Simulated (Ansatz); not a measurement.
The parent structure is WS2 in the 2H-MoS2 type structure (space group P6_3/mmc, No. 194; a = 3.1148 Å, c = 11.7731 Å; layered, stacked along the Cartesian z axis).

The same geometry is solved again with PBEsol+SOC.

Levels (all Ansatz, a quantum-chemistry and plane-wave program, PAW): PBEsol+SOC (420 eV, spin-orbit coupling included); PBEsol-D3(BJ) (420 eV, no spin-orbit coupling).

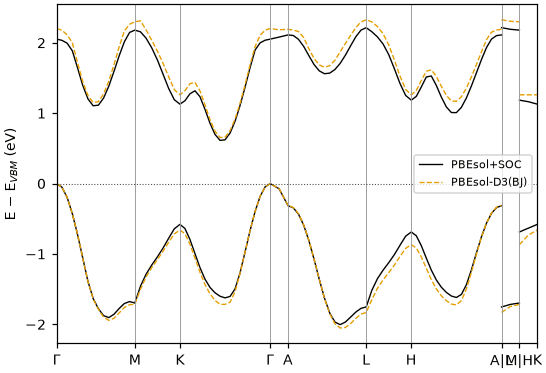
Fig. 1. Highest valence and lowest conduction band along the path, each from its own valence-band maximum

The gap is 0.61 eV, indirect, Γ → K–Γ (44 % along); the base has 0.65 eV.

Single points use the geometry relaxed with PBEsol-D3(BJ). The spin-orbit shifts are approximate. Spin-orbit coupling, missing from the scalar runs, can matter with W. No phonon test of stability was made.
